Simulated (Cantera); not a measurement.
Input: 1 mol CuO, 200 mol H2, at 0.133 bar.

These are equilibrium values from Cantera (NASA tables, ideal gas, pure condensed phases), not measurements of a reactor. Candidate condensed phases: Cu, CuO, Cu(OH)2, Cu2O, H2O; 12 gas species. Rates play no part.

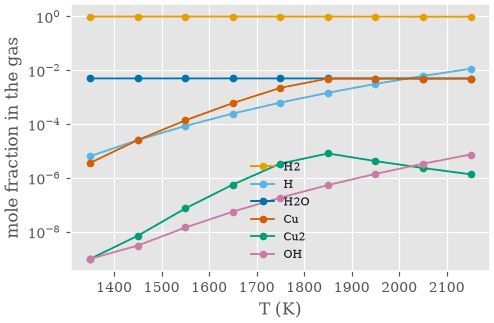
*Equilibrium gas composition (values under 1e-9 drawn at 1e-9)*

At 1350 K the condensed part is Cu(s). From 1450 K to 1750 K the condensed part is Cu(l). From 1850 K to 2150 K nothing is condensed. The main Cu-bearing gas is Cu throughout.
